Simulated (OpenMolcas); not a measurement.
# Zr³⁺ among point charges: CASSCF and CASPT2 levels and susceptibility

How does a field of 6 point charges split the states of Zr³⁺, and what χT follows?

Program: OpenMolcas 26.06. Level of theory: state-averaged CASSCF and CASPT2, spin-orbit coupling by RASSI with atomic mean-field integrals. These are calculated values, not measurements, unless marked.

## Step 1: The atom as given

```
Species                           : Zr³⁺ (zirconium, Z = 40, 37 electrons)
Basis                             : ANO-RCC-VDZP [6s5p3d1f], 43 functions
Scalar Hamiltonian                : DKH2, point nucleus
Inactive shells                   : 1s 2s 2p 3s 3p 3d 4s 4p
Active space                      : 1 electron in 5 orbitals (4d)
Some configurations of this space : 4d
Orbitals                          : optimised for each spin and parity, averaged over all roots
```

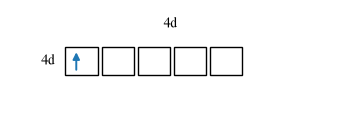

Occupation of the outer shells (arrows by Hund's rule).

The ion sits among 6 point charges of -1.7 e arranged as an octahedron (Oh), 1.9 Å from the ion.

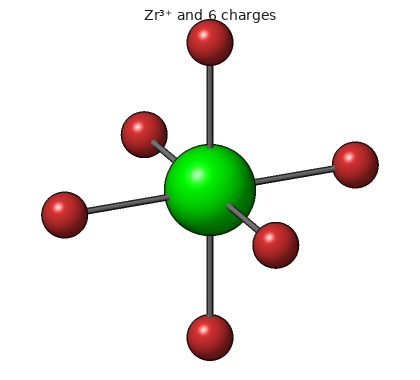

The ion and the point charges (red).

Each step is its own input file, run in one work folder so that later steps find the files of earlier ones. Labels, J, g values, rates, χT and fits are worked out afterwards by a script from the matrices that RASSI stores. The input lists half of the charges; inversion (Group=XYZ) makes the rest.

## Step 2: Basis and integrals

The input, a.inp:

```
&GATEWAY
Coord
1

Zr 0.0 0.0 0.0
Basis=ANO-RCC-VDZP
Group=XYZ
NoMove
AngMom=0.0 0.0 0.0
AMFI
XField
3 Angstrom 0
1.900000 0.000000 0.000000 -1.700000
0.000000 1.900000 0.000000 -1.700000
0.000000 0.000000 1.900000 -1.700000
&SEWARD
```

Run with:

```bash
> OMP_NUM_THREADS=1 MOLCAS_MEM=1689 MOLCAS_PROJECT=a pymolcas a.inp > a.log
```

## Step 3: CASSCF: doublets of even parity, 5 roots

The input, a.inp:

```
&RASSCF
FileOrb=start.orb
Symmetry=1
Spin=2
nActEl=1 0 0
Inactive=9 9
Ras2=5 0
CIRoot=5 5 1
SDav=5
CIMx=300
Iter=120 100
PrWF=0.3
OrbListing=Nothing
MaxOrb=0
>>> COPY $Project.JobIph JOB001
```

start.orb holds the contracted functions of the basis, ordered by shell, or the orbitals of the step before.

## Step 4: State interaction with spin-orbit coupling

The input, a.inp:

```
&RASSI
NrOfJobIphs=1 5
1 2 3 4 5
IphNames
JOB001
EJob
SpinOrbit
DIPRint=1.0
SOCoupling=1000.0
Subsets=2
Property=9
'ANGMOM' 1 'ANGMOM' 2 'ANGMOM' 3 'MLTPL  1' 1 'MLTPL  1' 2 'MLTPL  1' 3
'AMFI' 1 'AMFI' 2 'AMFI' 3
SOProperty=3
'ANGMOM' 1 'ANGMOM' 2 'ANGMOM' 3
```

## Step 5: CASPT2: IPEA 0.25, imaginary shift 0.1 (closed shells correlated: 4s 4p)

The input, a.inp:

```
>>> COPY JOB001 $Project.JobIph
&CASPT2
Multistate=5 1 2 3 4 5
NoMult
Frozen=8 6
IPEA=0.25
Imaginary=0.1
MaxIter=60
WThr=0.0 0.3 0.05
PrWF=0.5
NoMix
```

(Steps that only read results are left out.)

**Question.** What will these runs give? Wanted: spin-free ground state; first state of the same spin within the active space; lowest level; next level.

The runs gave:

```
                                            quantity                                                                        value
                                              method  SS-CASPT2, IPEA 0.25, imaginary shift 0.1 (closed shells correlated: 4s 4p)
                              spin-free ground state                                              2T2, 3-fold in its orbital part
first state of the same spin within the active space                                                             2E at 30500 cm⁻¹
                                        lowest level                                                                    4-fold Γ8
                                          next level                                                                   434.8 cm⁻¹
                                         χT at 300 K                                                               0.32 cm³ K/mol
                           effective moment at 300 K                                                                      1.60 μB
```

Cost by method:

```
                                              method  time of its own steps  time with the reference
                                           A. CASSCF                  3.9 s                    3.9 s
B. SS-CASPT2, IPEA 0.25, imaginary shift 0.1, +4s 4p                    1 s                      5 s
```

Times are of one thread on a shared host.

What this shows: The spin-free ground state (2T2) comes to 100 % from free-ion D terms and keeps the highest spin of the shell. χT at 300 K is 0.32, against 0.38 cm³ K/mol for the spin alone, so orbital moment lowers it. A ligand-field fit to the states below 45000 cm-1 gives 10Dq = 30538 cm-1, the gap between the two states. The field of point charges can differ much from that of real complexes. Point charges carry no covalency, so the field is a model and not that of real ligands.
